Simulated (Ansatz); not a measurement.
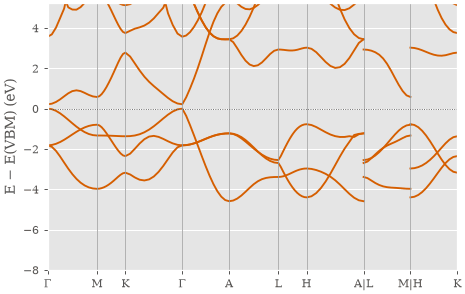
Fig. 1. Band structure from the program Ansatz at the r²SCAN level (PAW)

Q: Read off the gap and where the band edges lie.

A: About 0.2 eV (0.22 eV by a search for the band edges); maximum at Γ, minimum at Γ.

The material is YN in space group P-6m2 (No. 187; Y on 1a, N on 1f).

A made-up cell: these elements were put on the sites of a structure type; the Crystallography Open Database copy checked does not list it. COD files the formula under space group No. 225, so this cell is another polymorph or a model. Its standing as an ambient phase is unchecked. Symmetry was held in the r²SCAN relaxation; whether a distortion lowers the energy is not shown. No spin polarisation was allowed. Scalar-relativistic: spin–orbit coupling is off unless named, which matters more the heavier the elements.

Potentials: the later of the program's two PAW sets.
